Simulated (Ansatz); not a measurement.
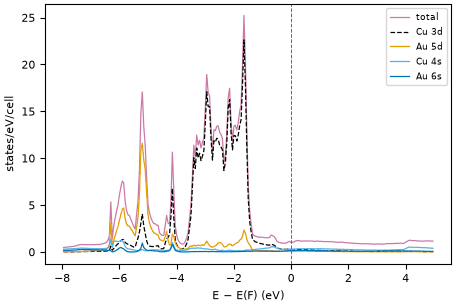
Total and projected density of states of Cu₃Au (Cu3Au type, Pm-3m), the program Ansatz at the PBE level (PAW)

Task: Which orbitals carry the states next to the Fermi level?

Result: Within 0.5 eV of the Fermi level: Cu 4s 29 %, Cu 3d 27 %, Au 6s 12 %, Au 5d 8 %, outside the projected shells 24 %. Projections are on Löwdin-orthogonalised atomic valence shells; empty p or d shells of many metals are not among them.

Task: Where is the tallest occupied peak in this window, and what makes it?

Result: Near -1.6 eV, about 25 states/eV per cell; the largest projected share is Cu 3d.

The PBE relaxation kept the symmetry of its start; of distortions, only those at the zone centre were tested. No spin polarisation was allowed. Spin–orbit coupling is left out wherever it is not named.

Potentials: the later of the program's two PAW sets.
